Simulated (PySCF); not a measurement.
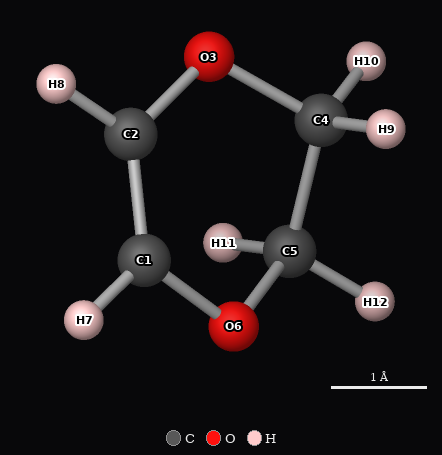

Fig. 1: The input geometry (ball-and-stick view, seen at a tilt; atoms are numbered from 1 in the order of the input).

Frequency calculation of C₄H₆O₂

C₄H₆O₂ (1,4-dioxene), computed with PBE0/pcSseg-1 displacements along normal modes, gas phase (PySCF 2.14.0).

The input sets isotopic masses.

### Output
```
mode    cm-1    km/mol   phi_rrr   E(+)/cm-1  E(-)/cm-1
  1    205.71    18.13      -2.7      37.68      37.99
  2    309.17     1.51      58.2      58.76      54.42
  3    487.34     0.13      24.1      88.64      86.92
  4    545.60     3.31       0.5      98.53      98.40
  5    563.38     1.37      19.2     102.20     100.78
  6    762.67    53.77       1.3     140.25     140.48
  7    829.95     4.22      -0.2     149.70     149.60
  8    878.20     1.39      21.4     160.46     158.77
  9    885.94     4.85     -81.1     156.76     162.52
 10    948.76    95.93      -1.1     170.79     170.84
 11    994.38     2.93     -46.4     177.39     180.71
 12   1087.33     4.94       0.8     195.83     195.70
 13   1118.41    66.22      43.1     203.10     199.99
 14   1124.12     3.43     -39.0     200.97     203.90
 15   1190.54    58.57      -0.4     214.45     214.39
 16   1275.72     4.06       0.0     229.81     229.90
 17   1306.70    10.49     -17.2     234.69     236.05
 18   1318.07   126.85     -28.2     236.38     238.38
 19   1344.69     2.45       0.6     242.71     241.89
 20   1408.10     8.88     -55.5     251.71     255.79
 21   1423.17     9.78       0.2     256.33     256.33
 22   1483.92     0.87      68.1     269.71     264.75
 23   1490.07    12.26     -32.5     267.06     269.46
 24   1742.10    70.73    -312.8     302.78     325.32
 25   3030.87    18.60   -1289.2     501.87     594.37
 26   3042.66    47.79      44.0     551.44     548.25
 27   3136.92    13.78    1001.2     603.74     531.80
 28   3137.29    25.25    1397.2     618.26     517.92
 29   3242.30     1.56     -12.4     585.85     586.77
 30   3261.50     6.63    1366.5     638.92     540.68
```

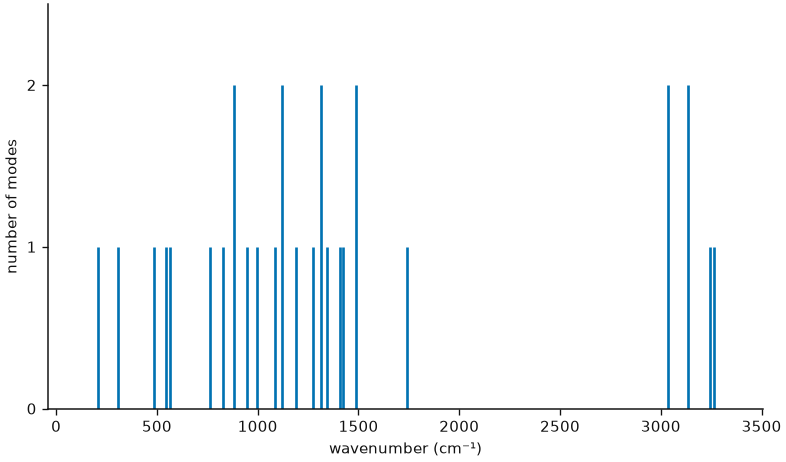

Fig. 2: Harmonic vibrational wavenumbers from the force constants; neighbouring modes closer than 14 cm⁻¹ are counted in one stick. 30 modes from 206 to 3262 cm⁻¹, none imaginary.

This output came from the following input.

### Input file
```
{"job": {"xc": "PBE0", "basis": "pcSseg-1", "grid": 2, "temperatures": [200, 350], "kind": "vib", "mass_numbers": [12, 12, 16, 12, 12, 16, 1, 1, 1, 1, 1, 1]}, "charge": 0, "multiplicity": 1}
C      1.295413    -0.705683     0.041487
C      1.334203     0.628591     0.042501
O      0.224974     1.419573    -0.034481
C     -0.917662     0.682007    -0.426039
C     -0.985185    -0.626968     0.335196
O      0.139426    -1.430700     0.031178
H      2.189757    -1.318396     0.055925
H      2.261065     1.188322     0.098237
H     -0.868550     0.477719    -1.506049
H     -1.788663     1.310438    -0.220013
H     -1.007215    -0.423246     1.416205
H     -1.872769    -1.204399     0.061745
```

The first line tells a small driver script what to run in PySCF; the rest is the geometry in Å.

Command:
```bash
OMP_NUM_THREADS=1 python <driver script> task.json out
```

### Results in brief

- outcome: converged
- wavenumbers, lowest and highest: 206 and 3262 cm⁻¹
- hardware: 1 CPU thread, shared host
- wall time: 26 min
- peak memory: 0.67 GiB
